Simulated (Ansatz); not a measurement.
# VSi2N4 monolayer in a perpendicular field, part 2 of 3

What dipole does a perpendicular field induce in the VSi2N4 monolayer, and does the gap follow? A positive field points along +c.

Ansatz 0.2.0; plane-wave DFT, PBE-D3(BJ), Ansatz PAW (set soft_1); PAW set soft_1.

So far. Step 2 (Relaxing the slab): The lattice constant a goes from 2.920 to 2.866 Å.

## 3. Single point, field 0

A sawtooth potential applies the field, turning back in the middle of the vacuum. With the dipole correction the typed value is the field outside the slab. The induced dipole is small, so the SCF threshold is tight.

The cell differs from the one that the last finished run ended in (c 44.631 → 24.898 Å).

The input, input.yaml:

```yaml
crystal:
  lattice:
    - [2.8661771917, 0.0, 0.0]
    - [-1.4330885958, 2.4821822597, 0.0]
    - [0.0, 0.0, 24.8984748145]
  atoms:
    - { symbol: "N", position: [0.0, 0.0, 0.3614679239] }
    - { symbol: Si, position: [0.3333333333, 0.6666666667, 0.3830043209] }
    - { symbol: "N", position: [0.3333333333, 0.6666666667, 0.4533148019], spin: -0.04 }
    - { symbol: V, position: [0.0, 0.0, 0.5], spin: 0.72 }
    - { symbol: "N", position: [0.3333333333, 0.6666666667, 0.5466851981], spin: -0.04 }
    - { symbol: Si, position: [0.3333333333, 0.6666666667, 0.6169956791] }
    - { symbol: "N", position: [0.0, 0.0, 0.6385320761] }
magnetization:
  spin_polarized: true
kpoints:
  mp_grid: { grid: [18, 18, 1] }
  band_path:
    path: [[0, 0, 0], [0.5, 0, 0], [0.33333333, 0.33333333, 0], [0, 0, 0]]
    npoints: 16
hamiltonian:
  xc: pbe
  dispersion: d3bj
  pseudopotentials: { kind: paw, azcp: { folder: soft_1 } }
scf:
  occupations: { method: fermi_dirac, width: 0.02585 }
  convergence: { dr2_threshold: 1.0e-10 }
efield:
  axis: 3
  dipole_correction: true
  ramp_position: 0.97
  ramp_width: 0.06
  amplitude: 0
output:
  dos: { projected: true, e_range: [-6, 5] }
  write_potential: true
  write_density: true
  volumetric_format: npy
  elf: true
```

On the command line:

```sh
$ ansatz run input.yaml --threads 2 --pin off --max-ram 3072MiB --backend cpu --events-out ev --progress --plain --runs-dir out
```

Numbers of over 12 decimals in the logs are rounded to 6 here.

What it wrote:

```text
[...]
Crystal: 7 atoms, lattice volume = 177.137 Å³
Basis set: ecut = 420 eV, 3479 PW (Γ)
Bands: 28, of which v1, the nominal top of the filled ones, is band 21 counted from 1 (20 counted from 0)
Symmetry: 6 space group operations
k-points: 37 of 324 (time reversal used)
[...]
Starting moments: Σ|m| = 0.8 μB on 3 of 7 sites
[...]
SCF iter   1: F=—  HF=-5721.280719 eV  |F-HF|=—  |Δ(HF+E_count)|=         —  Δρ=5.36e-2 (↑5.36e-2 ↓4.88e-2)  dr2=1.92e1  dr2_m=1.54e-1  M=0.246 μB ∫|m|=0.277 μB  β_m=0.49  ethr=3.10e-3  p=0.000 e·Å  D=8.38e-14 V/Å  ΔV_dip=-0.00 eV  dr2_dipole=1.10e-8  V_vac-E_F(+/−)=7.10/7.10 eV  ⟨swp⟩=11.8  Hψ=14678  notcnv=0
[...]
efield: sawtooth ramp at fractional position 0.9700 (set: `efield.ramp_position`, or a place that a band, a saddle search or an elastic batch's reference lends), width 0.0600; the density the first Hamiltonian is built on has a dipole p = 0.000 e·Å; the dipole correction subtracts the counter field D = 8.38e-14 V/Å, which shifts the + side's vacuum level by -0.00 eV against the − side's; the planar-averaged density in the ramp window peaks in size at 9.2e-6 e/Å³
[...]
SCF iter   2: F=—  HF=-5723.839301 eV  |F-HF|=—  |Δ(HF+E_count)|=    2.56e0  Δρ=2.24e-2 (↑2.24e-2 ↓2.04e-2)  dr2=3.28e0  dr2_m=1.74e-2  M=0.353 μB ∫|m|=0.383 μB  β_m=0.39  ethr=3.10e-3  p=0.000 e·Å  D=1.24e-5 V/Å  ΔV_dip=-0.00 eV  dr2_dipole=2.11e-8  V_vac-E_F(+/−)=5.87/5.87 eV  ⟨swp⟩=3.5  Hψ=5836  notcnv=0  defer=114
density mixer auto → msr1: a metal under ldos (density of states about μ 0.63 of a free-electron gas's, 16 screened modes)
SCF iter   3: F=—  HF=-5727.698127 eV  |F-HF|=—  |Δ(HF+E_count)|=    3.86e0  Δρ=1.26e-2 (↑9.78e-3 ↓1.26e-2)  dr2=4.09e-1  dr2_m=7.70e-2  M=0.712 μB ∫|m|=0.769 μB  β_m=0.54  ethr=3.10e-3  p=-0.000 e·Å  D=-6.31e-6 V/Å  ΔV_dip=0.00 eV  dr2_dipole=1.41e-9  V_vac-E_F(+/−)=5.15/5.15 eV  ⟨swp⟩=3.2  Hψ=4429  notcnv=0  defer=114
[...]
SCF iter  15: F=-5728.262100 eV  HF=-5728.262100 eV  |F-HF|=6.28e-11  |Δ(HF+E_count)|=  3.37e-10  Δρ=1.28e-7 (↑1.28e-7 ↓1.07e-7)  dr2=7.69e-11  dr2_m=7.53e-12  M=0.996 μB ∫|m|=1.179 μB  ethr=1.00e-12  p=0.000 e·Å  D=3.12e-7 V/Å  ΔV_dip=-0.00 eV  dr2_dipole=3.85e-12  V_vac-E_F(+/−)=5.47/5.47 eV  ⟨swp⟩=13.1  Hψ=11017  notcnv=0
SCF 1 converged in 15 iterations: F = -5728.262100 eV  dr2 = 7.69e-11
[...]
NSCF: frozen V_eff on 49 k-points
efield: sawtooth ramp at fractional position 0.9700 (kept from the solve that this one continues, or follows in the run), width 0.0600; the density the first Hamiltonian is built on has a dipole p = 0.000 e·Å; the dipole correction subtracts the counter field D = 3.12e-7 V/Å, which shifts the + side's vacuum level by -0.00 eV against the − side's; the planar-averaged density in the ramp window peaks in size at 9.0e-6 e/Å³
SCF converged after 15 iterations
Magnetization: 0.9959 μB (20.9979 up, 20.0021 down)
Absolute magnetization: 1.1797 μB (∫|ρ↑−ρ↓|, with the PAW one-centre terms)
[...]
Per-site moments (μB) at R_I (Å): [(0.0030265, 0.717544), (0.00300171, 0.717544), (-0.036916, 0.722132), (0.741443, 0.834176), (-0.036916, 0.722132), (0.0030017, 0.717544), (0.00302648, 0.717544)]
Free energy (F): -5728.262100 eV
[...]
Internal energy: -5728.261589 eV  (E = F + TS)
E sigma→0 (E₀):  -5728.261845 eV
Entropy (-TS):   -0.000511 eV (-0.073 meV/atom)
Fermi energy:    0.973406 eV
Dipole field:    D = -0.000002 V/Å  (p = -0.000002 e·Å, saw-weighted, corrected)
Work function:   Φ+ = 5.4735 eV   Φ− = 5.4734 eV
Levels:          The Fermi level and band energies are counted from a zero that moves with the ramp; work functions are not
[...]
--- Band table (eV; the first three rows and the last of 74) ---
  k-point 0 ↑: bands = [... 17 lower, -0.9814, -0.9662, -0.9662, 0.9368, 3.4665, 3.4665, 3.5395, 3.5395, ... 3 higher]
  k-point 1 ↑: bands = [... 17 lower, -1.1438, -1.0251, -0.8283, 0.9079, 3.4152, 3.4533, 3.5062, 3.5296, ... 3 higher]
  k-point 2 ↑: bands = [... 17 lower, -1.3393, -1.1859, -0.7762, 0.7884, 3.2927, 3.3429, 3.4100, 3.6994, ... 3 higher]
  k-point 36 ↓: bands = [... 17 lower, -2.7528, -1.0885, -0.4756, 1.4052, 3.0518, 3.9402, 4.2733, 4.8733, ... 3 higher]
```

Wall time 51 s (2 threads of Arm Neoverse V1, shared host); peak memory 0.67 GiB; 1.7 min of CPU time.

This step gave:

* energy at zero smearing: -5728.2618 eV
* total moment: 0.9959 μB
* site moments: 0.003026, 0.003002, -0.03692, 0.7414, -0.03692, 0.003002, 0.003026 μB
* dipole along the normal: -2.44e-6 e·Å
* gap along the path: 0.1503 eV
* ionisation energy, upper face: 5.510 eV
* electron affinity, upper face: 5.360 eV
* gap, the smaller of path and mesh: 0.1503 eV

Running mean over a fixed 2.6 Å (it still follows the layers) of the planar mean; the ramp of the sawtooth is left out. Electron's electrostatic potential energy less the Fermi level against z:

```csv
z (Å),electron's electrostatic potential energy less the Fermi level (eV)
4,5.47
6,5.46
8,-1.14
10,-9.17
12,-9.80
14,-7.29
16,-7.13
18,5.15
20,5.47
```

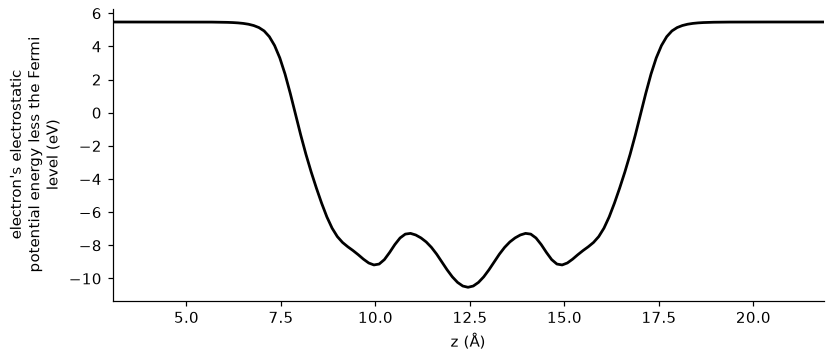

Electron's electrostatic potential energy less the Fermi level, plotted against z.

The density of states has structure finer than the step of the table below, so its rows give means over 0.25 eV, whole bins alone (the curve runs from -6 to 2.11 eV). Peaks (eV: height): total -5.530: 10.7, -5.230: 11.4, -3.190: 6.75, -3.080: 6.47, -2.280: 7.47, -2.140: 10.1, 0.150: 8.77; up -5.530: 6.64, -5.260: 6.22, -3.190: 4.16, -2.280: 4.05, -2.170: 4.98, -0.980: 5.82, 1.880: 4.00; down -5.750: 2.80, -5.500: 5.89, -5.230: 6.39, -3.080: 3.59, -2.220: 3.75, -2.140: 6.93, 0.150: 8.77.

Table of density of states by energy, zero at the Fermi level of the run, which the smearing sets inside the gap; means over each step; values in states/eV a cell:

```csv
energy (eV),total,up,down
-5.75,3.45,1.73,1.71
-5.50,4.47,2.24,2.23
-5.25,7.45,3.81,3.64
-5.00,3.50,1.55,1.95
-4.75,2.26,1.10,1.16
-4.50,2.47,1.33,1.14
-4.25,3.27,1.63,1.65
-4.00,2.66,1.30,1.36
-3.75,2.46,1.29,1.17
-3.50,3.26,1.78,1.48
-3.25,4.97,2.72,2.25
-3.00,4.64,2.08,2.56
-2.75,3.71,1.86,1.85
-2.50,4.05,2.10,1.95
-2.25,6.98,3.41,3.57
-2.00,4.71,1.98,2.72
-1.75,2.34,1.14,1.20
-1.50,0.524,0.257,0.267
-1.25,0,0,0
-1.00,1.90,1.90,0
-0.75,1.25,1.25,0
-0.50,0.526,0.526,0
-0.25,0.257,0.257,0
0.00,0.680,0.102,0.579
0.25,2.98,0,2.98
0.50,0.470,0,0.470
0.75,0.439,0.188,0.251
1.00,0.573,0.341,0.232
1.25,0.655,0.571,0.0840
1.50,1.07,1.07,0
1.75,2.09,2.09,0
```

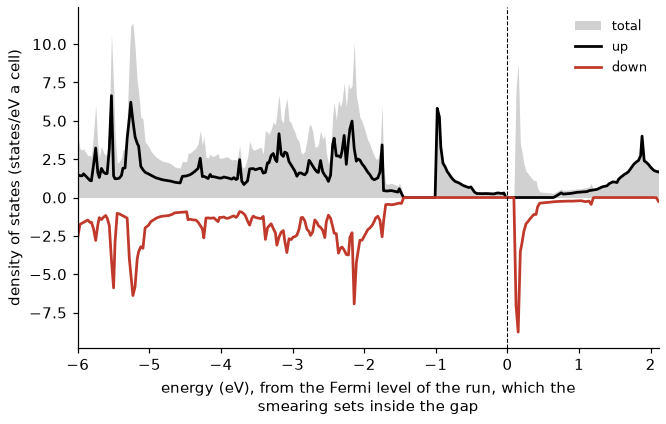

Density of states against energy. Down spins are drawn negative.

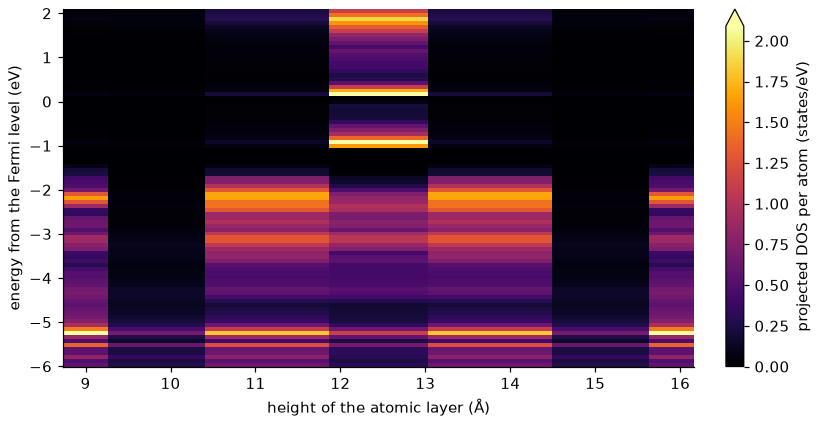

Projected DOS per atom over height of the atomic layer and energy from the Fermi level. Layers: N Si N V N Si N from below.

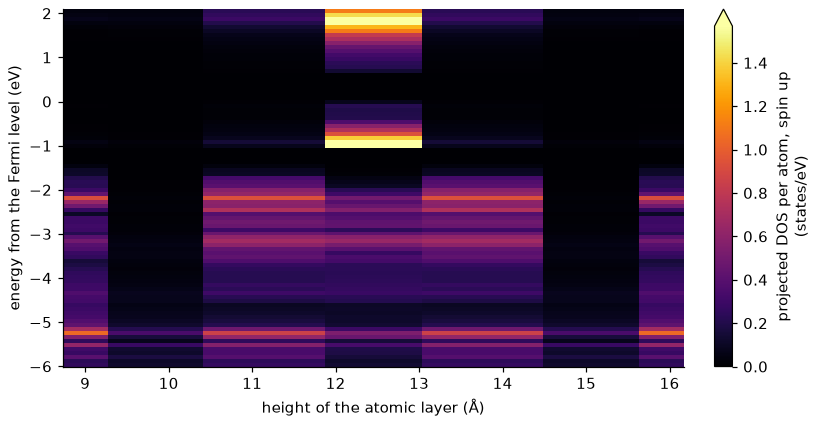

Projected DOS per atom, spin up over height of the atomic layer and energy from the Fermi level. Layers: N Si N V N Si N from below.

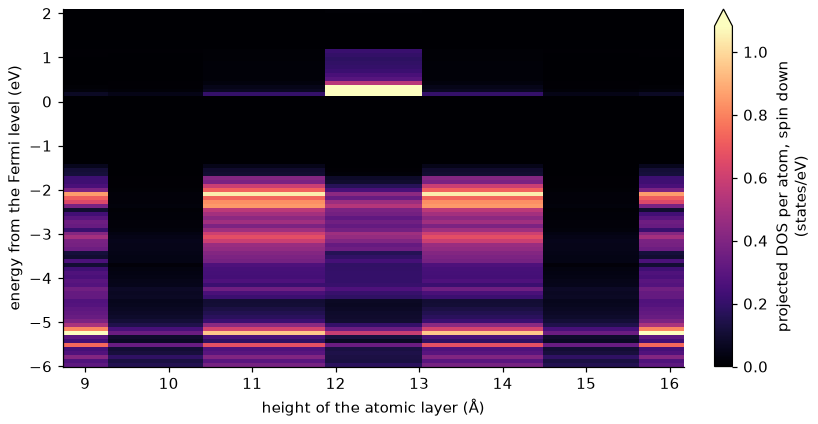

Projected DOS per atom, spin down over height of the atomic layer and energy from the Fermi level. Layers: N Si N V N Si N from below.

Deep bands are left out, so band numbers here count from the lowest band kept and differ from the log's. Electronic bands along the path, in eV, zero at the Fermi level of the run, which the smearing sets inside the gap; # counts the bands kept:

```csv
point,up #12,up #13,up #14,up #15,down #10,down #11,down #12,down #13
Γ,-1.94,-0.04,2.49,2.49,-1.96,-1.81,-1.81,1.20
M,-1.88,-0.96,1.49,1.53,-2.52,-2.39,-1.85,0.12
K,-1.46,-0.45,0.65,2.46,-3.73,-2.06,-1.45,0.43
Γ,-1.94,-0.04,2.49,2.49,-1.96,-1.81,-1.81,1.20
```

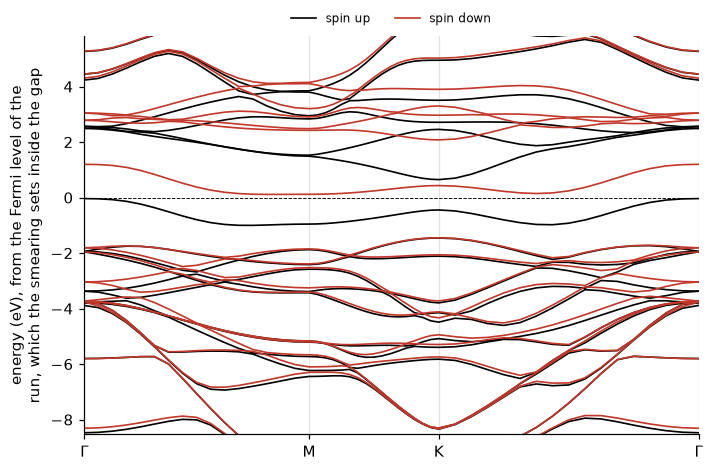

Electronic bands along the path; the two colours are the two spins.

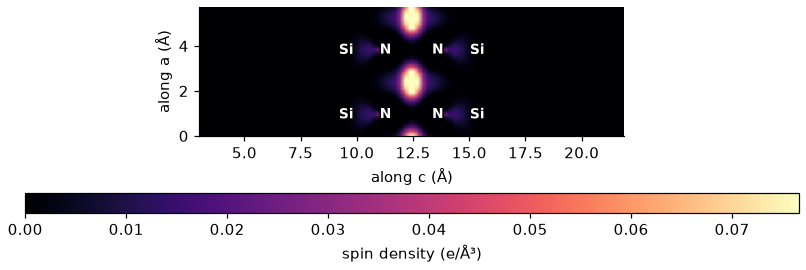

Spin density in the ca plane at fractional y = 0.667, with atoms of Si and N within 0.2 Å of it. The far vacuum is left out of the map.

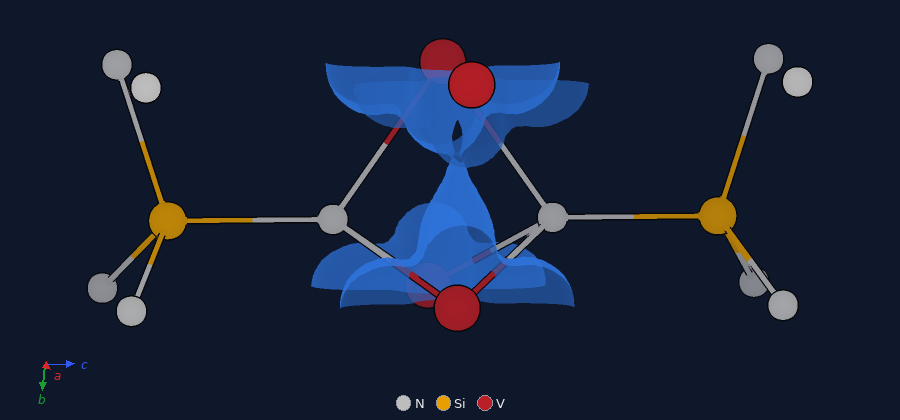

Surface of spin density = 0.057 e/Å³, which holds about 70 % of the integral of its size. Bonds to atoms that aren't drawn are left out.

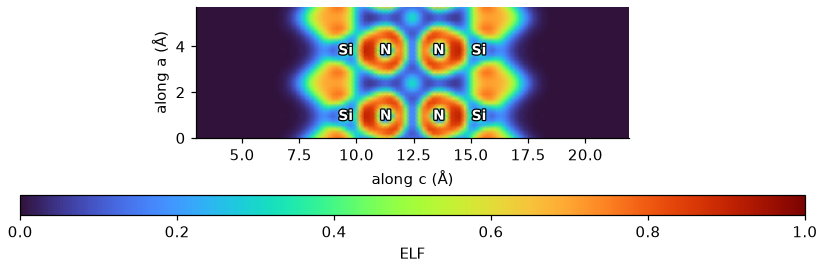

ELF in the ca plane at fractional y = 0.667, with atoms of Si and N within 0.2 Å of it. It is the smooth field of the valence electrons, not physical close to the nuclei. The far vacuum is left out of the map.

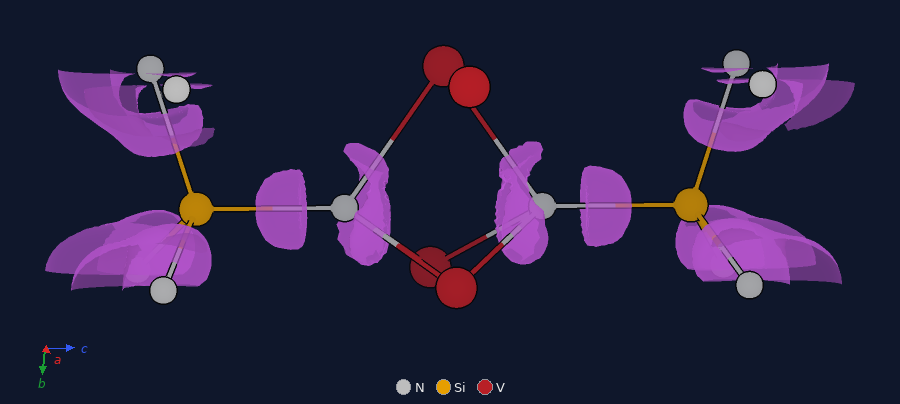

Surface of ELF = 0.82. Bonds to atoms that aren't drawn are left out.

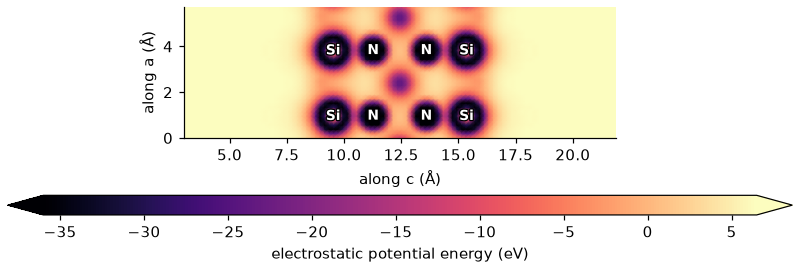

Electrostatic potential energy in the ca plane at fractional y = 0.667, with atoms of Si and N within 0.2 Å of it. With pseudopotentials it is smooth inside the atoms' cores, unlike the true potential. The far vacuum is left out of the map.

The gap is 0.15 eV, with the valence edge 5.51 eV and the conduction edge 5.36 eV under the upper vacuum level.

## 4. Atoms held, field 0.1 V/Å

input.yaml: that of step 3 with these lines changed.

```diff
@@ -30,7 +30,6 @@
   dipole_correction: true
-  ramp_position: 0.97
-  ramp_width: 0.06
-  amplitude: 0
+  ramp_position: 0.9361
+  ramp_width: 0.1277
+  amplitude: 0.1
 output:
-  dos: { projected: true, e_range: [-6, 5] }
   write_potential: true
@@ -38,2 +37 @@
   volumetric_format: npy
-  elf: true
```

What it wrote:

```text
[...]
Crystal: 7 atoms, lattice volume = 177.137 Å³
Basis set: ecut = 420 eV, 3479 PW (Γ)
Bands: 28, of which v1, the nominal top of the filled ones, is band 21 counted from 1 (20 counted from 0)
Symmetry: 6 space group operations
k-points: 37 of 324 (time reversal used)
[...]
Starting moments: Σ|m| = 0.8 μB on 3 of 7 sites
[...]
k-point 1 ↑: bands = [... 17 lower, -1.1437, -1.0252, -0.8283, 0.9079, 3.4143, 3.4538, 3.5055, 3.5300, ... 3 higher]
  k-point 2 ↑: bands = [... 17 lower, -1.3391, -1.1860, -0.7761, 0.7884, 3.2916, 3.3436, 3.4098, 3.6993, ... 3 higher]
  k-point 36 ↓: bands = [... 17 lower, -2.7528, -1.0901, -0.4740, 1.4051, 3.0517, 3.9399, 4.2732, 4.8732, ... 3 higher]
[key lines of the parts left out:]
SCF converged after 16 iterations
Magnetization: 0.9959 μB (20.9979 up, 20.0021 down)
Free energy (F): -5728.263639 eV
Fermi energy:    0.973310 eV
Dipole field:    D = 0.031436 V/Å  (p = 0.030774 e·Å, saw-weighted, corrected)
```

Run time: 52 s. Hardware: 2 threads; peak memory 0.66 GiB; 1.7 min of CPU time.

The dipole is 0.0308 e·Å, and the gap 0.150 eV.

(Continued in part 3 of 3.)

[Logs are printed without paths, hosts, clocks, repeated set-up lines and the standing remarks that a program may print on its own settings, such as how far it seeks lower states.]

[Hosts, paths, dates, database ids (printed as entryN), source tags and the programs' standing remarks are cut or masked in the printed files.]

[Maps of the electrostatic potential energy from Ansatz leave out the sawtooth potential of an applied field or a dipole correction, so their vacuum need not be flat; planar profiles and work functions include it.]
